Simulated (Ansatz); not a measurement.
# Σ5 (210) boundary in fcc Pt, starting shift (0.5, 0.5): structure and resistance, part 2 of 3

Wanted: what the Σ5 (210) boundary in fcc Pt, starting shift (0.5, 0.5) costs an interconnect.

Ansatz 0.2.0; Ansatz plane-wave DFT, PBE, PAW files; relaxation of a bicrystal slab with its lowest layers held; PAW set soft_1 (the session's first sound run).

So far. Step 2 (Relaxing the bicrystal): The largest force component on a free atom ends at 0.020 eV/Å, under the tolerance of 0.03, after 7 steps.

## Step 3: Transmission across the boundary

This step: Ansatz plane-wave DFT, PBE, PAW files; ballistic transport by layer matching (Landauer), zero bias; boundary relaxed in a short slab, bulk layers laid on; PAW set soft_1 (Ansatz 0.2.0).

System of this step: Σ5 (210) boundary in fcc Pt, starting shift (0.5, 0.5). The cell holds 48 atoms: 48 Pt. Cell: a = 4.803 Å, b = 3.922 Å, c = 50.008 Å, α = 90.0°, β = 90.0°, γ = 65.9°. It derives from Pt. Regions: lower grain, 20 atoms (20 Pt); boundary, 12 atoms (12 Pt); upper grain, 16 atoms (16 Pt). Vacuum lies along c.

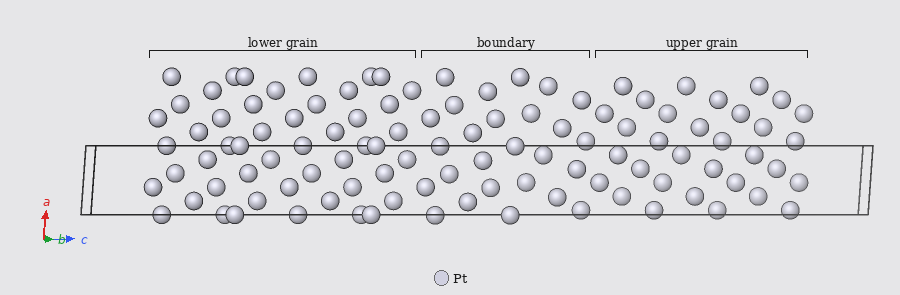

The cell of this step (platinum light grey). 2×1×1 cells are drawn. Some periodic images of atoms are drawn too.

input.yaml reads:

```yaml
crystal:
  lattice:
    - [4.8032044366, 0.0, 0.0]
    - [1.6010681455, 3.58009721, 0.0]
    - [0.0, 0.0, 50.007905349]
  atoms:
    - { symbol: Pt, position: [-15.6, 7.8, 0.0799873534] }
    - { symbol: Pt, position: [-15.0, 7.5, 0.0975234037] }
    - { symbol: Pt, position: [-14.4, 7.2, 0.1150594539] }
    - { symbol: Pt, position: [-13.8, 6.9, 0.1325955041] }
    - { symbol: Pt, position: [-13.2, 6.6, 0.1501315543] }
    - { symbol: Pt, position: [-12.6, 6.3, 0.1676676045] }
    - { symbol: Pt, position: [-12.0, 6.0, 0.1852036547] }
    - { symbol: Pt, position: [-11.4, 5.7, 0.202739705] }
    - { symbol: Pt, position: [-10.8, 5.4, 0.2202757552] }
    - { symbol: Pt, position: [-10.2, 5.1, 0.2378118054] }
    - { symbol: Pt, position: [-9.6, 4.8, 0.2553478556] }
    - { symbol: Pt, position: [-9.0, 4.5, 0.2728839058] }
    - { symbol: Pt, position: [-8.4, 4.2, 0.290419956] }
    - { symbol: Pt, position: [-7.8, 3.9, 0.3079560063] }
    - { symbol: Pt, position: [-7.2, 3.6, 0.3254920565] }
    - { symbol: Pt, position: [-6.6, 3.3, 0.3430281067] }
    - { symbol: Pt, position: [-6.0, 3.0, 0.3605641569] }
    - { symbol: Pt, position: [-5.4, 2.7, 0.3781002071] }
    - { symbol: Pt, position: [-4.8, 2.4, 0.3956362573] }
    - { symbol: Pt, position: [-4.2, 2.1, 0.4131723075] }
    - { symbol: Pt, position: [0.4, 0.8, 0.4307083578] }
    - { symbol: Pt, position: [-0.008248831, 0.5042261454, 0.4493757181] }
    - { symbol: Pt, position: [0.5888386586, 0.2052907533, 0.4675053403] }
    - { symbol: Pt, position: [0.1850646239, 0.9062711738, 0.4851190998] }
    - { symbol: Pt, position: [0.7839766512, 0.6072562194, 0.5045184431] }
    - { symbol: Pt, position: [0.3885281452, 0.3106549879, 0.5206735567] }
    - { symbol: Pt, position: [-0.0074171968, -0.012736193, 0.5397901018] }
    - { symbol: Pt, position: [0.4671658785, 0.062296384, 0.5689260421] }
    - { symbol: Pt, position: [0.8625854362, 0.3819352877, 0.5846489995] }
    - { symbol: Pt, position: [0.2528860661, 0.6791435968, 0.6025671131] }
    - { symbol: Pt, position: [0.6592234885, -0.0265393217, 0.621474626] }
    - { symbol: Pt, position: [1.0646794343, 0.272057841, 0.6394358431] }
    - { symbol: Pt, position: [-3.5353205657, 2.572057841, 0.6569718933] }
    - { symbol: Pt, position: [-4.1353205657, 2.872057841, 0.6745079435] }
    - { symbol: Pt, position: [-4.7353205657, 3.172057841, 0.6920439937] }
    - { symbol: Pt, position: [-5.3353205657, 3.472057841, 0.709580044] }
    - { symbol: Pt, position: [-5.9353205657, 3.772057841, 0.7271160942] }
    - { symbol: Pt, position: [-6.5353205657, 4.072057841, 0.7446521444] }
    - { symbol: Pt, position: [-7.1353205657, 4.372057841, 0.7621881946] }
    - { symbol: Pt, position: [-7.7353205657, 4.672057841, 0.7797242448] }
    - { symbol: Pt, position: [-8.3353205657, 4.972057841, 0.797260295] }
    - { symbol: Pt, position: [-8.9353205657, 5.272057841, 0.8147963453] }
    - { symbol: Pt, position: [-9.5353205657, 5.572057841, 0.8323323955] }
    - { symbol: Pt, position: [-10.1353205657, 5.872057841, 0.8498684457] }
    - { symbol: Pt, position: [-10.7353205657, 6.172057841, 0.8674044959] }
    - { symbol: Pt, position: [-11.3353205657, 6.472057841, 0.8849405461] }
    - { symbol: Pt, position: [-11.9353205657, 6.772057841, 0.9024765963] }
    - { symbol: Pt, position: [-12.5353205657, 7.072057841, 0.9200126466] }
kpoints:
  mp_grid: { grid: [7, 7, 1] }
hamiltonian:
  xc: pbe
  pseudopotentials: { kind: paw, azcp: { folder: soft_1 } }
scf:
  occupations: { method: fermi_dirac, width: 0.1 }
output:
  transmission:
    leads: [[11, 12], [38, 39]]
    kmesh: [18, 18]
    e_range: [-0.1, 0.1]
    de: 0.05
  write_potential: true
  write_density: true
  volumetric_format: npy
  elf: true
```

Launch:

```bash
ansatz run input.yaml --threads 4 --pin off --max-ram 15360MiB --backend cpu --events-out ev --progress --plain --runs-dir out
```

Numbers of over 12 decimals in the logs are rounded to 6 here.

What it wrote:

```text
[...]
Crystal: 48 atoms, lattice volume = 859.933 Å³
Basis set: ecut = 420 eV, 16707 PW (Γ)
Bands: 519, of which v1, the nominal top of the filled ones, is band 432 counted from 1 (431 counted from 0)
Symmetry: 1 space group operations
[...]
k-points: 25 of 49 (time reversal used)
[...]
SCF iter   1: F=—  HF=-601197.951096 eV  |F-HF|=—  |Δ(HF+E_count)|=         —  Δρ=8.11e-2  dr2=1.16e2  ethr=3.10e-3  ⟨swp⟩=6.0  Hψ=44635  notcnv=0  defer=421
[...]
SCF iter  12: F=-601181.514641 eV  HF=-601181.514641 eV  |F-HF|=7.78e-8  |Δ(HF+E_count)|=   3.25e-8  Δρ=1.65e-6  dr2=8.10e-8  ethr=1.16e-11  ⟨swp⟩=11.6  Hψ=46194  notcnv=0
SCF 1 converged in 12 iterations: F = -601181.514641 eV  dr2 = 8.10e-8
[...]
transmission: 1104 of 10988 steps passed
transmission: 2200 of 10988 steps passed
[...]
transmission: 10988 of 10988 steps passed
WARN: The input density's exchange-correlation potential varies sharply where the density is thin. Do not read a vacuum level from v_tot or v_xc, or from such a field of the output density. On a cell that repeats whose density bears no net charge and no dipole along the vacuum's axis use v_es (v_loc + v_h of the components); under efield.dipole_correction with no amplitude use v_es + v_field, which holds any external [...]
SCF converged after 12 iterations
the last check of whether an eigenvalue changes by more than its tolerance under the output density was not made (no_room)
Free energy (F): -601181.514641 eV
[...]
Internal energy: -601178.845144 eV  (E = F + TS)
E sigma→0 (E₀):  -601180.179892 eV
Entropy (-TS):   -2.669497 eV (-55.615 meV/atom)
Fermi energy:    18.818594 eV
[...]
--- Band table (eV; the first three rows and the last of 25) ---
  k-point 0: bands = [... 428 lower, 18.8687, 18.9321, 18.9931, 19.0096, 19.0284, 19.0398, 19.0506, 19.0735, ... 83 higher]
  k-point 1: bands = [... 428 lower, 18.7784, 18.8074, 18.8385, 18.8583, 18.8634, 18.8860, 18.8951, 18.9202, ... 83 higher]
  k-point 2: bands = [... 428 lower, 18.6943, 18.7100, 18.7184, 18.7571, 18.7869, 18.8228, 18.8493, 18.8683, ... 83 higher]
  k-point 24: bands = [... 428 lower, 18.7495, 18.7696, 18.7928, 18.8029, 18.8384, 18.8699, 18.8850, 18.9192, ... 83 higher]
--- Transmission ---
  basis      : 149 plane waves across, 67 finite elements along
  points     : 164, standing for a mesh of 18 x 18
  energies   : 5 from -0.100000 to 0.100000 eV about the Fermi level, 0.050000 eV apart; the leads are filled to 0.000000 eV, and channels, transmission and decay are at 0.000000 eV
  crystal 0  : Pt3, at the sites [11, 12], period 2.6308 Å, over 18.42 Å; its Hamiltonian steps by up to 14.6 meV
    offset         : up to 0.0000 Å between an atom of the period and one for which it stands
    channels       : 4.750000e0 a spin
    conductance    : none, the energies end too early or step too widely for 300 K: set another output.transmission.e_range or a lower de, or, where they end at an eighth of basis.ecutwfc, a higher one
[...]
channels       : 4.762346e0 a spin
[...]
junction   : crystal 0 to crystal 1, 12.95 to 36.54 Å
    transmission   : 2.162417e0 a spin
[...]
```

It took 42 min on 4 threads of Arm Neoverse N1, shared host; peak memory 11 GiB; 2.7 h of CPU time.

Reading the cycles: dr2 is the Hartree energy of the density residual (eV), the measure of convergence; HF is the Harris–Foulkes estimate of the energy, which meets the free energy F at convergence.

This step gave:

* free energy: -601181.5146 eV
* energy at zero smearing: -601180.1799 eV
* Fermi energy: 18.82 eV
* cell area: 17.20 Å²
* transmission per spin nearest the Fermi level: 2.162
* open channels per spin nearest the Fermi level: 4.75
* open channels per spin, upper lead: 4.762
* step of the lead's potential: 14.6 meV
* step of the upper lead's potential: 15 meV

Per spin. The transmission, zone mean by energy, zero at the Fermi level:

```tsv
energy (eV)	transmission, zone mean
-0.1000	2.38
-0.0500	2.27
0.0000	2.16
0.0500	1.98
0.1000	1.81
```

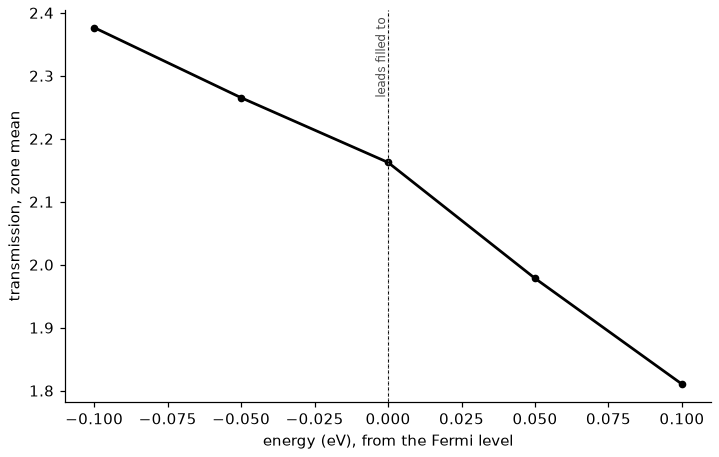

Transmission, zone mean against energy.

Per spin. Open channels, zone mean against energy, zero at the Fermi level:

```tsv
energy (eV)	lead	upper lead
-0.1000	5.25	5.23
-0.0500	4.97	4.98
0.0000	4.75	4.76
0.0500	4.18	4.15
0.1000	3.77	3.77
```

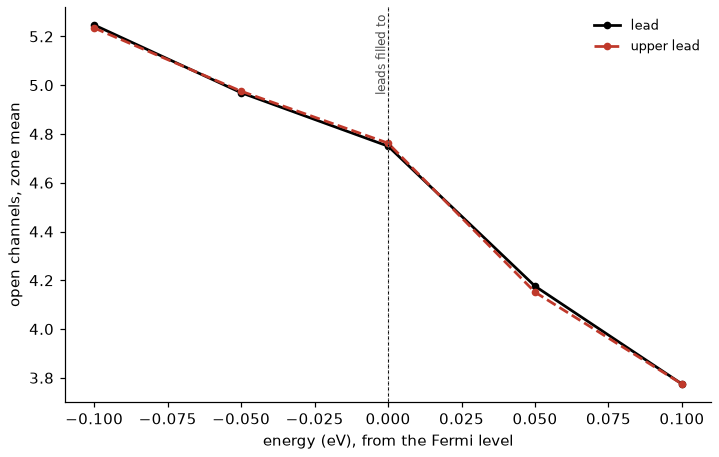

Open channels, zone mean, plotted against energy.

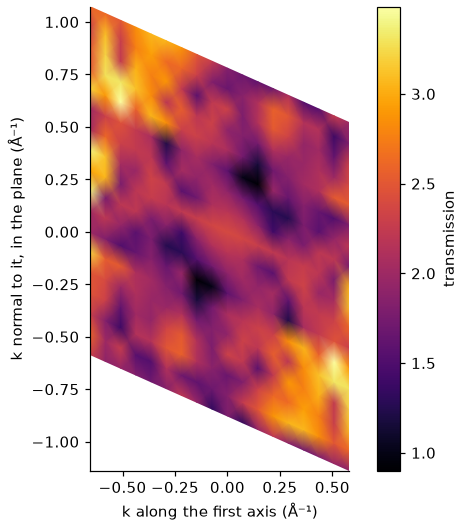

Transmission over k1 and k2. At 0.0000 eV from the Fermi level.

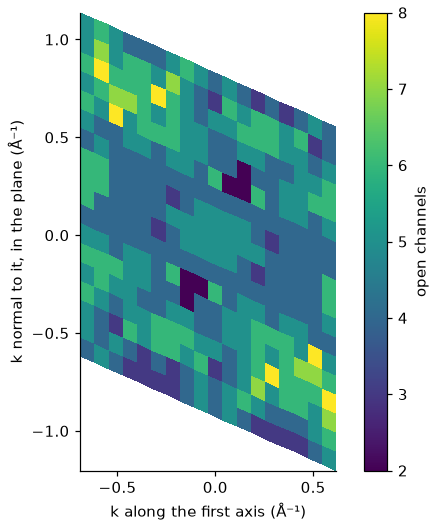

Open channels over k1 and k2. At 0.0000 eV from the Fermi level.

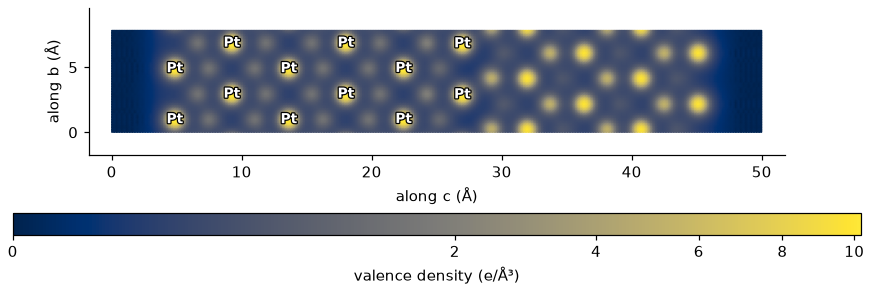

Valence density in the cb plane at fractional x = 0.000, with atoms of Pt within 0.2 Å of it. It is the smooth field of the valence electrons, not physical close to the nuclei. The map starts off the cell's origin, so that atoms lie inside it. The colour scale is stretched toward low values.

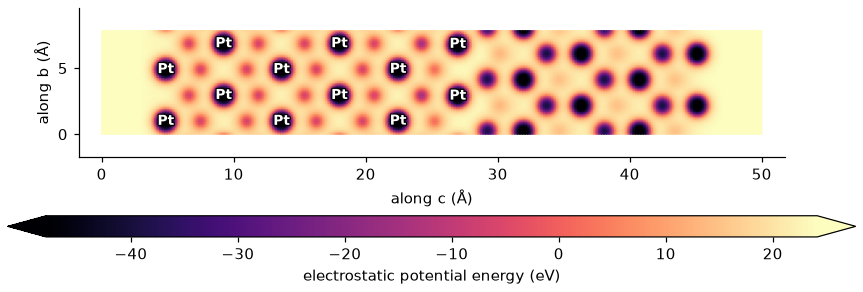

Electrostatic potential energy in the cb plane at fractional x = 0.000, with atoms of Pt within 0.2 Å of it. With pseudopotentials it is smooth inside the atoms' cores, unlike the true potential. The map starts off the cell's origin, so that atoms lie inside it.

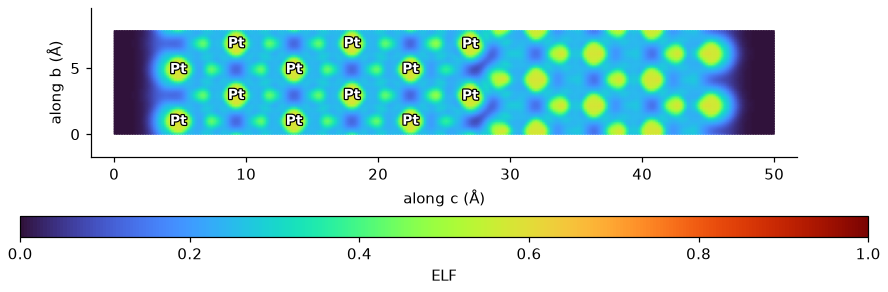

ELF in the cb plane at fractional x = 0.000, with atoms of Pt within 0.2 Å of it. It is the smooth field of the valence electrons, not physical close to the nuclei. The map starts off the cell's origin, so that atoms lie inside it.

Over the solved energies the transmission per spin lies between 1.81 and 2.38, out of 4.58 channels of the lead on average (up to 5.25).

## Step 4: Specific resistance

This step: Ansatz plane-wave DFT, PBE, PAW files; ballistic transport by layer matching (Landauer), zero bias; specific resistance of the boundary; PAW set soft_1 (Ansatz 0.2.0).

Numbers from this step:

| Property | Result |
| --- | --- |
| area resistance | 0.5632 fΩ m² |
| T over the leads' mean channel count | 0.4624 |

Averaged over the energies near the Fermi level, 46.2 % of the channels pass, which makes 0.563 fΩ m².

By hand, with T and the leads' channels N averaged over the energies near the Fermi level: RA = A (h/2e²)(1/T − ½[1/N₁ + 1/N₂]) = 17.20×10⁻²⁰ m² × 12 906 Ω × (1/2.119 − ½[1/4.583 + 1/4.580]) = 0.563 fΩ m².

(Part 2 of 3 ends here.)

[Logs are printed without paths, hosts, clocks, repeated set-up lines and the standing remarks that a program may print on its own settings, such as how far it seeks lower states.]

[Hosts, paths, dates, database ids (printed as entryN), source tags and the programs' standing remarks are cut or masked in the printed files.]
